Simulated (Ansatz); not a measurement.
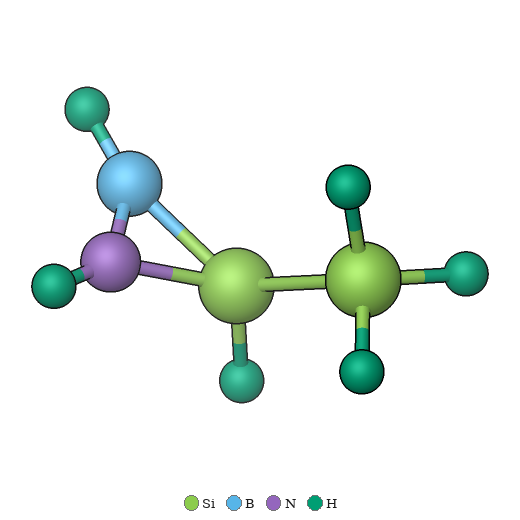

The computed structure is the end point of a PBE-D4/def2-SVP optimisation. No frequency run is at hand to confirm it as a minimum. Properties computed with RKS PBE-D4/def2-SVP (Ansatz 0.2.0).

Computed properties:

The species is BH6NSi2 (`[SiH3][Si@@H]1BN1`).
- dipole moment: 1.42 D
- dispersion correction: −20.2 kJ/mol
